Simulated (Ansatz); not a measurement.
**Si2H4 (triplet): correlated methods under varied settings**

What do other methods and options give for Si2H4 (triplet) at this geometry, and how long do they take?

The runs use Ansatz 0.2.0, Gaussian basis; the settings change from run to run.

26 further runs of the same task are left out: 10 that didn't finish, 16 set aside as unsound or not needed.

## (1) The system

The geometry is a PBE0/def2-TZVP stationary point (not a proven minimum).

6 atoms, charge 0, spin multiplicity 3.

Atoms are counted from 1 here; the program's logs count them from 0.

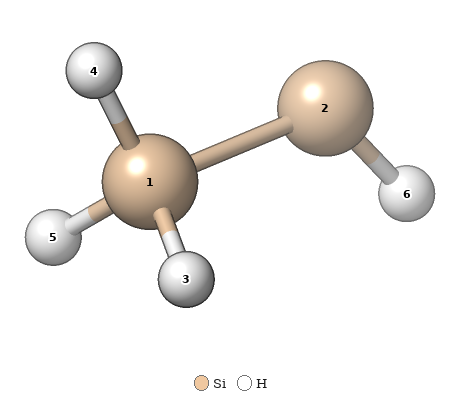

The structure; silicon light orange, hydrogen white; atoms are numbered from 1 in the order of the file.

## (2) BCCD on UHF/cc-pVDZ

in.yaml reads:

```yaml
crystal:
  periodic: [false, false, false]
  atoms:
    - {symbol: Si, position_ang: [0.000000, -0.042283, 1.106932]}
    - {symbol: Si, position_ang: [0.000000, 0.087730, -1.206301]}
    - {symbol: H, position_ang: [1.209065, -0.747364, 1.613865]}
    - {symbol: H, position_ang: [0.000001, 1.352573, 1.617487]}
    - {symbol: H, position_ang: [-1.209066, -0.747363, 1.613865]}
    - {symbol: H, position_ang: [-0.000001, -1.124200, -2.076363]}
basis:
  gaussian: {orbitals: cc-pVDZ}
magnetization: {spin_polarized: true, initial_magnetization: 2}
correlation: {method: bccd, electrons: valence}
```

The run is started by

```sh
> ansatz run in.yaml --threads 1 --pin off --events-out ev --progress --plain --max-ram 2393MiB
```

The program printed:

```text
Functional definition: HF
  name "HF"
  cite "Fock, Z. Phys. 61, 126 (1930) doi:10.1007/BF01340294"
  parent pbe
  exchange = exact_x
  correlation = 0
539 factors; integrals over basis functions are off by at most 1.1e-3 eV
mean field evaluation 1: about -15784.5243 eV, gradient 8.8e0 eV
mean field evaluation 2: about -15784.5271 eV, gradient 8.8e0 eV
mean field evaluation 4: about -15785.8025 eV, gradient 9.1e-1 eV
mean field evaluation 8: about -15785.8300 eV, gradient 3.1e-3 eV
mean field evaluation 16: about -15785.8266 eV, gradient 1.8e-1 eV
mean field -15785.82995514 eV, -580.1185508316 hartree, gradient 3.7e-6 eV, S^2 2.011615; 0 other end points of the search recorded, 0 dependent functions left out
10 core orbitals not correlated: weight in the atoms' cores, before any rotation towards them, 1.000 or more for the frozen orbitals, at most 0.000 for the correlated occupied ones
reference -15785.82995514 eV, -580.1185508316 hartree; 7, 5 occupied and 39, 41 virtual orbitals, 539 factors
second order -4.64202684 eV of doubles, -0.00000000 eV of singles
cycle   1  -5.51086330 eV  change   -8.7e-1 eV  update   7.2e-2
cycle   2  -5.80996198 eV  change   -3.0e-1 eV  update   2.7e-2
cycle   3  -5.82013122 eV  change   -1.0e-2 eV  update   9.2e-3
cycle   4  -5.81653812 eV  change    3.6e-3 eV  update   3.8e-3
cycle   5  -5.81567231 eV  change    8.7e-4 eV  update   1.7e-3
cycle   6  -5.81567891 eV  change   -6.6e-6 eV  update   7.0e-4
cycle   7  -5.81604582 eV  change   -3.7e-4 eV  update   3.2e-4
cycle   8  -5.81613491 eV  change   -8.9e-5 eV  update   1.5e-4
cycle   9  -5.81603521 eV  change    1.0e-4 eV  update   6.0e-5
cycle  10  -5.81604452 eV  change   -9.3e-6 eV  update   2.0e-5
cycle  11  -5.81604277 eV  change    1.8e-6 eV  update   7.6e-6
Total energy: -15791.64599791 eV, -580.3322864613 hartree
```

It took 1.6 s on 1 thread of Arm Neoverse V1, shared host.

From the report: ⟨S²⟩ of the determinant 2.012 (pure triplet: 2.00); correlation -5.8160 eV; largest double amplitude 0.04.

## (3) NEVPT4(SD)(6,4)/STO-3G

in.yaml: that of step 2 with these lines changed.

```diff
@@ -10,4 +10,5 @@
 basis:
-  gaussian: {orbitals: cc-pVDZ}
-magnetization: {spin_polarized: true, initial_magnetization: 2}
-correlation: {method: bccd, electrons: valence}
+  gaussian: {orbitals: STO-3G}
+magnetization: {spin_polarized: false, initial_magnetization: 2}
+correlation: {method: fic_nevpt4_sd, electrons: outside_noble_gas, active_space: {window: {electrons: 6, orbitals: 4}}}
+scf: {lower_state_search: full}
```

Same command.

The program printed (excerpt; [...] marks lines left out):

```text
Functional definition: HF
  name "HF"
  cite "Fock, Z. Phys. 61, 126 (1930) doi:10.1007/BF01340294"
  parent pbe
[...]
238 factors; integrals over basis functions are off by at most 3.7e-5 eV
[...]
mean field -15603.86612566 eV, -573.4315034377 hartree, gradient 5.8e-6 eV, S^2 2.000000; 5 other end points of the search recorded, 0 dependent functions left out
reference -15603.86612566 eV, -573.4315034377 hartree; 17, 15 occupied and 5, 7 virtual orbitals, 238 factors
state -15603.86635147 eV, -573.4315117362 hartree
state -15603.86635147 eV, -573.4315117362 hartree; corrected -15606.21727550 eV, -573.5179066007 hartree
WARN: 2 active orbitals are nearly empty or full. The corrections depend on them more than the energy does, and are more stable in an active space without them
Total energy: -15606.21727550 eV, -573.5179066007 hartree
```

Wall time 0.54 s (1 thread of Arm Neoverse V1, shared host).

From the report: 8 determinants; active occupations 2.00, 2.00, 1.00, 1.00. The report marks this result as in doubt.

## (4) BCCD/cc-pVDZ

in.yaml: that of step 3 with these lines changed.

```diff
@@ -10,5 +10,6 @@
 basis:
-  gaussian: {orbitals: STO-3G}
+  gaussian: {orbitals: cc-pVDZ}
 magnetization: {spin_polarized: false, initial_magnetization: 2}
-correlation: {method: fic_nevpt4_sd, electrons: outside_noble_gas, active_space: {window: {electrons: 6, orbitals: 4}}}
-scf: {lower_state_search: full}
+hamiltonian: {xc: {name: r2SCAN}}
+correlation: {method: bccd, electrons: outside_noble_gas}
+output: {forces: true}
```

The command is unchanged.

The program printed (excerpt; [...] marks lines left out):

```text
Functional definition: r2SCAN
  name "r2SCAN"
  cite "Furness, Kaplan, Ning, Perdew & Sun, J. Phys. Chem. Lett. 11, 8208 (2020) doi:10.1021/acs.jpclett.0c02405"
  cite "Furness, Kaplan, Ning, Perdew & Sun, J. Phys. Chem. Lett. 11, 9248 (2020) doi:10.1021/acs.jpclett.0c03077"
  parent r2scan
[...]
539 factors; integrals over basis functions are off by at most 1.1e-3 eV
[...]
mean field -15816.01545379 eV, -581.2278474464 hartree, gradient 2.5e-6 eV, S^2 2.000000; 0 other end points of the search recorded, 0 dependent functions left out
10 core orbitals not correlated: weight in the atoms' cores, before any rotation towards them, 1.000 or more for the frozen orbitals, at most 0.000 for the correlated occupied ones
reference -15785.35704482 eV, -580.1011716977 hartree; 7, 5 occupied and 39, 41 virtual orbitals, 539 factors
second order -4.94931428 eV of doubles, -0.26827637 eV of singles
cycle   1  -5.96184030 eV  change   -7.5e-1 eV  update   6.2e-2
[...]
cycle  12  -6.22013783 eV  change    1.2e-6 eV  update   1.8e-6
[...]
Total energy: -15791.57718264 eV, -580.3297575467 hartree
Atom 0 at     0.000000    -0.042283     1.106932 Å, force     0.000000    -0.026980     0.305741 eV/Å
Atom 1 at     0.000000     0.087730    -1.206301 Å, force     0.000000     0.099593    -0.355421 eV/Å
Atom 2 at     1.209065    -0.747364     1.613865 Å, force     0.066856    -0.040658     0.030830 eV/Å
Atom 3 at     0.000001     1.352573     1.617487 Å, force     0.000000     0.090847     0.045621 eV/Å
Atom 4 at    -1.209066    -0.747363     1.613865 Å, force    -0.066856    -0.040658     0.030830 eV/Å
Atom 5 at    -0.000001    -1.124200    -2.076363 Å, force    -0.000000    -0.082144    -0.057602 eV/Å
Dipole moment:     0.000000     0.000188     0.037407 e Å
```

Run time: 13 s. Hardware: 1 thread of Arm Neoverse V1, shared host; peak memory 0.28 GiB.

From the report: correlation -6.2201 eV; largest double amplitude 0.04.

## (5) CCSD(T) on UHF/6-31G*

in.yaml: that of step 4 with these lines changed.

```diff
@@ -10,6 +10,5 @@
 basis:
-  gaussian: {orbitals: cc-pVDZ}
-magnetization: {spin_polarized: false, initial_magnetization: 2}
-hamiltonian: {xc: {name: r2SCAN}}
-correlation: {method: bccd, electrons: outside_noble_gas}
+  gaussian: {orbitals: "6-31G*"}
+magnetization: {spin_polarized: true, initial_magnetization: 2}
+correlation: {method: ccsd_t, electrons: outside_noble_gas}
 output: {forces: true}
```

Launched as before.

The program printed (excerpt; [...] marks lines left out):

```text
Functional definition: HF
  name "HF"
  cite "Fock, Z. Phys. 61, 126 (1930) doi:10.1007/BF01340294"
  parent pbe
[...]
458 factors; integrals over basis functions are off by at most 1.1e-3 eV
[...]
mean field -15784.89237840 eV, -580.0840955220 hartree, gradient 1.9e-6 eV, S^2 2.010317; 0 other end points of the search recorded, 0 dependent functions left out
10 core orbitals not correlated: weight in the atoms' cores, before any rotation towards them, 1.000 or more for the frozen orbitals, at most 0.000 for the correlated occupied ones
reference -15784.89237840 eV, -580.0840955220 hartree; 7, 5 occupied and 29, 31 virtual orbitals, 458 factors
second order -3.58441931 eV of doubles, -0.00000000 eV of singles
cycle   1  -4.28253465 eV  change   -7.0e-1 eV  update   7.1e-2
[...]
cycle  12  -4.59794920 eV  change   -2.0e-6 eV  update   1.9e-6
perturbative correction -0.12326552 eV, -0.0045299241 hartree
[...]
Total energy: -15789.61359312 eV, -580.2575969628 hartree
Atom 0 at     0.000000    -0.042283     1.106932 Å, force    -0.000000    -0.018852    -0.021754 eV/Å
Atom 1 at     0.000000     0.087730    -1.206301 Å, force     0.000000     0.125696    -0.055570 eV/Å
Atom 2 at     1.209065    -0.747364     1.613865 Å, force     0.091418    -0.052153     0.041911 eV/Å
Atom 3 at     0.000001     1.352573     1.617487 Å, force     0.000000     0.114771     0.059627 eV/Å
Atom 4 at    -1.209066    -0.747363     1.613865 Å, force    -0.091419    -0.052153     0.041911 eV/Å
Atom 5 at    -0.000001    -1.124200    -2.076363 Å, force    -0.000000    -0.117310    -0.066126 eV/Å
Dipole moment:    -0.000000    -0.021479     0.068692 e Å
```

Wall time 3 s (1 thread of Arm Neoverse V1, shared host).

From the report: ⟨S²⟩ of the determinant 2.010 (pure triplet: 2.00); correlation -4.7212 eV; T1 0.016; largest double amplitude 0.03.

## (6) CCSD(T)/cc-pVDZ

in.yaml: that of step 5 with these lines changed.

```diff
@@ -10,5 +10,7 @@
 basis:
-  gaussian: {orbitals: "6-31G*"}
+  gaussian: {orbitals: cc-pVDZ}
 magnetization: {spin_polarized: true, initial_magnetization: 2}
-correlation: {method: ccsd_t, electrons: outside_noble_gas}
+hamiltonian: {xc: {name: PBE0}}
+correlation: {method: ccsd_t, electrons: valence}
+accuracy: high
 output: {forces: true}
```

Launched as before.

The program printed (excerpt; [...] marks lines left out):

```text
Functional definition: PBE0
  name "PBE0"
  cite "Adamo & Barone, J. Chem. Phys. 110, 6158 (1999) doi:10.1063/1.478522"
  cite "Perdew, Burke & Ernzerhof, Phys. Rev. Lett. 77, 3865 (1996) doi:10.1103/PhysRevLett.77.3865"
  parent pbe
[...]
1271 factors; integrals over basis functions are off by at most 3.6e-9 eV
[...]
mean field -15810.84723268 eV, -581.0379188240 hartree, gradient 2.9e-8 eV, S^2 2.004997; 0 other end points of the search recorded, 0 dependent functions left out
10 core orbitals not correlated: weight in the atoms' cores, before any rotation towards them, 1.000 or more for the frozen orbitals, at most 0.000 for the correlated occupied ones
reference -15785.46273364 eV, -580.1050556905 hartree; 7, 5 occupied and 39, 41 virtual orbitals, 1271 factors
second order -4.90691332 eV of doubles, -0.19888843 eV of singles
cycle   1  -5.84228360 eV  change   -7.4e-1 eV  update   6.2e-2
[...]
cycle  23  -6.10319099 eV  change   2.5e-10 eV  update   1.0e-9
perturbative correction -0.16013612 eV, -0.0058848937 hartree
[...]
Total energy: -15791.72606075 eV, -580.3352287160 hartree
Atom 0 at     0.000000    -0.042283     1.106932 Å, force     0.000000    -0.026257     0.282714 eV/Å
Atom 1 at     0.000000     0.087730    -1.206301 Å, force     0.000000     0.134051    -0.344693 eV/Å
Atom 2 at     1.209065    -0.747364     1.613865 Å, force     0.089794    -0.054025     0.043357 eV/Å
Atom 3 at     0.000001     1.352573     1.617487 Å, force     0.000000     0.114442     0.055010 eV/Å
Atom 4 at    -1.209066    -0.747363     1.613865 Å, force    -0.089794    -0.054025     0.043357 eV/Å
Atom 5 at    -0.000001    -1.124200    -2.076363 Å, force    -0.000000    -0.114187    -0.079745 eV/Å
Dipole moment:     0.000000    -0.001701     0.037884 e Å
```

It took 31 s on 1 thread of Arm Neoverse V1, shared host; peak memory 0.38 GiB.

From the report: ⟨S²⟩ of the determinant 2.005 (pure triplet: 2.00); correlation -6.2633 eV; T1 0.015; largest double amplitude 0.04. The orbitals are Kohn-Sham ones, so correlation energy and T1 don't compare with those on Hartree-Fock orbitals.

## (7) All runs side by side

Where basis and cores are those of an earlier UCCSDT(Q)/cc-pVDZ run (-15791.8376 eV), and the state is the same kind, the miss against it is given. † marks a result that the program doubts.

```
                             level         correlated  functions  energy (eV)  from UCCSDT(Q) (meV)    time
               BCCD on UHF/cc-pVDZ            valence         56  -15791.6460                 191.6   1.6 s
          NEVPT4(SD)(6,4)/STO-3G †  outside noble gas         22  -15606.2173                        0.54 s
 BCCD/cc-pVDZ (on r2SCAN orbitals)  outside noble gas         56  -15791.5772                 260.4    13 s
             CCSD(T) on UHF/6-31G*  outside noble gas         46  -15789.6136                           3 s
CCSD(T)/cc-pVDZ (on PBE0 orbitals)            valence         56  -15791.7261                 111.5    31 s
```

## (8) What came out

| quantity | value |
| --- | --- |
| runs | 5 |
| quickest | NEVPT4(SD)(6,4)/STO-3G †, 0.54 s |
| slowest | CCSD(T)/cc-pVDZ (on PBE0 orbitals), 31 s |

Total energies in different bases, with other cores or another treatment of relativity can't be set against each other. CCSD(T)/cc-pVDZ (on PBE0 orbitals) took 57 times as long as NEVPT4(SD)(6,4)/STO-3G †; the jobs differ in more than the method. Among the correlated runs with a miss given, it spans +111 to +260 meV. Cores frozen from Kohn-Sham orbitals shift the total energy.
